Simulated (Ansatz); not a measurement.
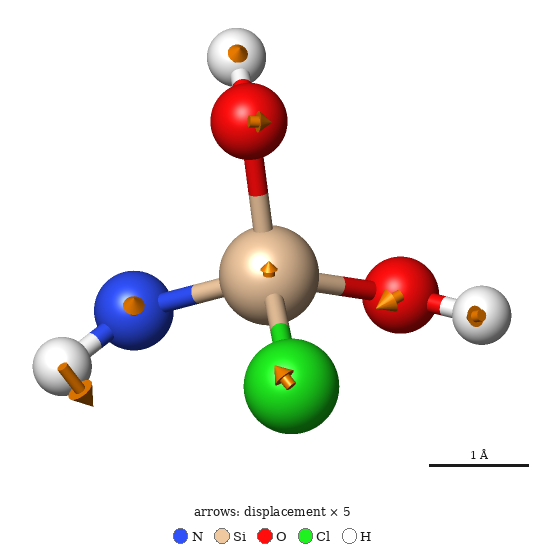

A relaxation of SiNH₃O₂Cl (multiplicity 2). The starting structure is drawn; orange arrows show the displacements, 5 times their true length. The two geometries are superimposed by the best rigid fit.

A ball-and-stick model, seen face on.

The start comes from PBE-D4/def2-SVP.

Level of theory: UKS PBE0-D4/def2-TZVP (Ansatz 0.2.0).

Input file:
```yaml
crystal:
  periodic: [false, false, false]
  atoms:
    - {symbol: N, position_ang: [-0.873431, 0.649107, 1.258074]}
    - {symbol: Si, position_ang: [0.038098, 0.086811, -0.122123]}
    - {symbol: O, position_ang: [1.589513, -0.132617, 0.433181]}
    - {symbol: O, position_ang: [-0.697447, -1.316725, -0.650204]}
    - {symbol: Cl, position_ang: [0.074758, 1.306132, -1.806253]}
    - {symbol: H, position_ang: [-1.531232, 1.418208, 1.031137]}
    - {symbol: H, position_ang: [2.280699, -0.078633, -0.249767]}
    - {symbol: H, position_ang: [-0.788858, -1.989383, 0.050055]}
basis:
  gaussian: {orbitals: def2-TZVP}
magnetization: {spin_polarized: true, initial_magnetization: 1}
hamiltonian: {xc: pbe0, dispersion: d4}
relax: {f_tol: 0.005, max_steps: 150}
```

Launched with:
```bash
ansatz run in.yaml --threads 4 --pin off --events-out ev --progress --plain --max-ram 10444MiB
```

### What did the optimiser do to the structure, and how much energy did it gain?

H6 moves most after the best rigid fit: 0.12 Å. By element the largest moves are H 0.12 Å, O 0.06 Å, Cl 0.06 Å, N 0.05 Å, Si 0.03 Å. Near-neighbour distances that change, for instance: Si2–O4 1.670 → 1.628 Å, Si2–O3 1.662 → 1.625 Å, Si2–Cl5 2.080 → 2.048 Å, N1–H6 1.037 → 1.020 Å. Among the angles between lasting bonds that change: Si2–O4–H8 113.2° → 116.6°, Si2–O3–H7 114.9° → 118.0°, Si2–N1–H6 113.4° → 116.3°. Over 12 accepted moves (13 points after the start) the energy falls by 0.085 eV. Largest force component: 0.88 eV/Å at the start, 0.0027 eV/Å at the end. The line search rejected the trial step at point 12 of the run.
